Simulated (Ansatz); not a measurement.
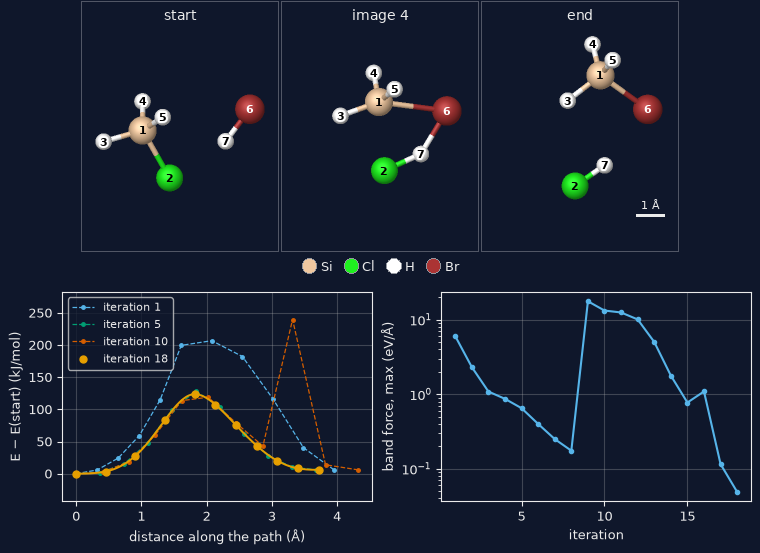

NEB run on SiH4BrCl, made up at the start of SiH3Cl and HBr. Images are numbered from 0 (start) to 10 (end). The plot follows the band through its iterations. A ball-and-stick model, seen from a free direction.

These are results of RKS PBE/def2-SVP in Ansatz 0.2.0, not measurements. Settings: 9 movable images; climbing image; force threshold 0.05 eV/Å; iteration limit 60; starting path through a guess of the saddle point.

Question: Judge this run.

Answer: The run is converged, with reservations. The band converged in 18 iterations. The largest component of the band force went from 6 to 0.049 eV/Å. The climbing image converged on the top of the path. Its vibrational analysis gives 2 imaginary modes over 30i cm⁻¹, so it isn't confirmed as a transition state. The first iteration put the highest image at 206.7 kJ/mol. Forward barrier 123.6 kJ/mol, backward barrier 117.6 kJ/mol, with image 4 at the top; the reaction energy is +6.0 kJ/mol.

Limits of the set-up: the start holds two separate molecules, 2.4 Å apart at their closest, whose relative position is a soft coordinate and is computed without a dispersion correction.

The run took 3.2 min on 2 threads of Arm Neoverse V2, with other jobs on the host, peak memory 0.15 GiB.
